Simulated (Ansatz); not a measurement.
CH3ClZn

The calculation's input:

```
crystal:
  periodic: [false, false, false]
  atoms:
    - { symbol: Zn, position_ang: [0.0, 0.0, 0.0] }
    - { symbol: Cl, position_ang: [0.0, 0.0, 2.24] }
    - { symbol: C, position_ang: [0.0, 0.0, -1.98] }
    - { symbol: H, position_ang: [0.2799, -1.0082, -2.3505] }
    - { symbol: H, position_ang: [-1.0131, 0.2617, -2.3505] }
    - { symbol: H, position_ang: [0.7332, 0.7465, -2.3505] }
basis:
  gaussian: { orbitals: def2-TZVP }
hamiltonian:
  xc: { name: BHLYP }
  dispersion: d4
relax:
  f_tol: 0.02
  max_steps: 40
output:
  orbitals: {}
```

Command:

```sh
ansatz run input.yaml --threads 4 --pin off --max-ram 5120MiB --backend cpu --events-out ev --progress --plain --runs-dir out
```

The fields are those of the run's last geometry, not of the input's.

Method: RKS BHLYP-D4/def2-TZVP (Ansatz 0.2.0).

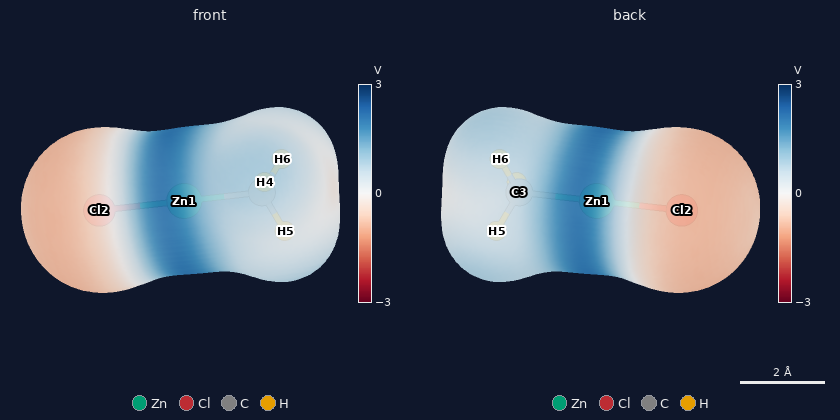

Figure 1. The electrostatic potential painted on the density surface at 0.002 e/bohr³, seen from the front and from behind; the colour scale runs from red (negative) to blue (positive).

Which sites attract a positive test charge, and which a negative one?

Answer. A positive charge is drawn to the negative regions and a negative charge to the positive ones. The most negative region (about −0.9 V) lies over Cl2, the most positive (about +2.1 V) over Zn1.

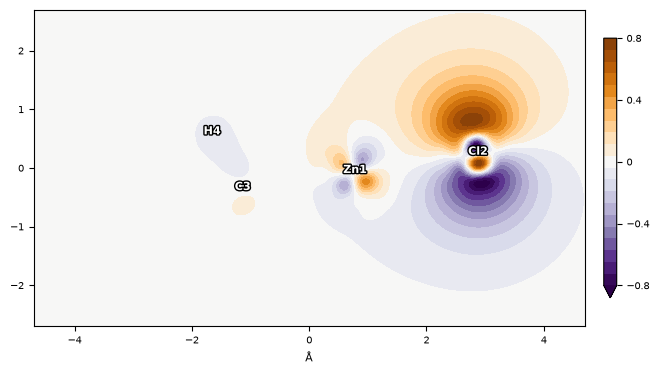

Figure 2. The HOMO−1 on the plane of atoms Zn1, C3 and H4 (values in Å⁻³ᐟ²; the overall sign is arbitrary).

What is the character of this orbital?

Answer. Its weight (Hirshfeld) is mainly on Cl2 (about 90 %) and Zn1 (about 10 %); largely a lone pair of Cl2. It is one of a degenerate set, so its orientation is arbitrary. Its energy is −9.88 eV.

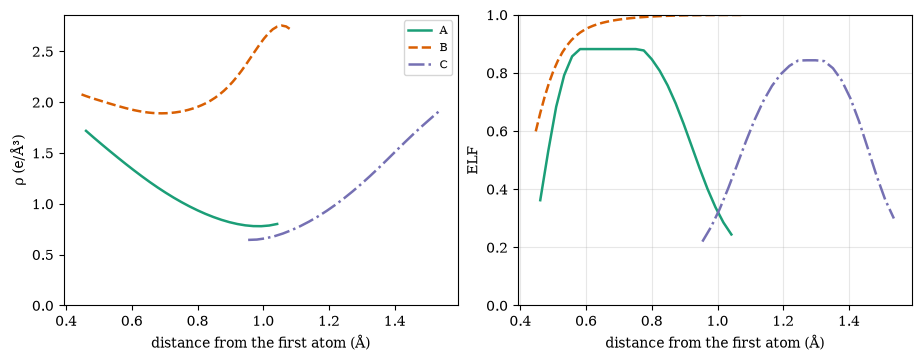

Figure 3. Electron density and electron localisation function along straight lines between neighbouring atoms. The curves leave out the atomic cores.

Which curve belongs to which contact (C–H, C–Zn and Zn–Cl)? The first atom named is at distance zero.

Answer. Curve A: C–Zn (1.94 Å): the density is about 0.78 e/Å³ at the midpoint; the ELF peaks at about 0.90 in the valence shell of C, 0.6 Å from its nucleus, and is about 0.40 at the midpoint. Curve B: C–H (1.08 Å): the density is about 2 e/Å³ at the midpoint; the ELF climbs to about 1 towards the hydrogen, as it does in any bond to H; an ordinary covalent bond to hydrogen. Curve C: Zn–Cl (2.12 Å): the density is about 0.71 e/Å³ at the midpoint; the ELF peaks at about 0.85 in the valence shell of Cl, 0.8 Å from its nucleus, and is about 0.50 at the midpoint.

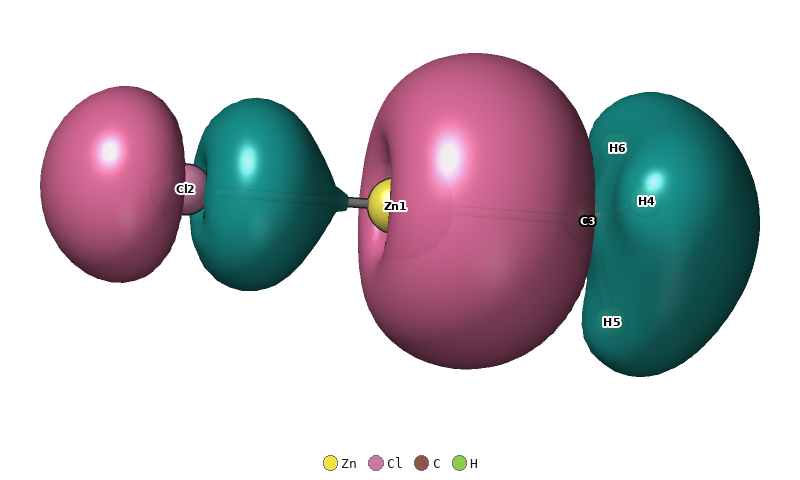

Figure 4. The HOMO at ±0.08 Å⁻³ᐟ² (teal and pink are the two phases), seen at a tilt.

Describe this orbital and give its energy.

Answer. It lies mainly on C3 (about 45 %), Zn1 (about 25 %) and Cl2 (about 15 %). Its energy is −9.57 eV.
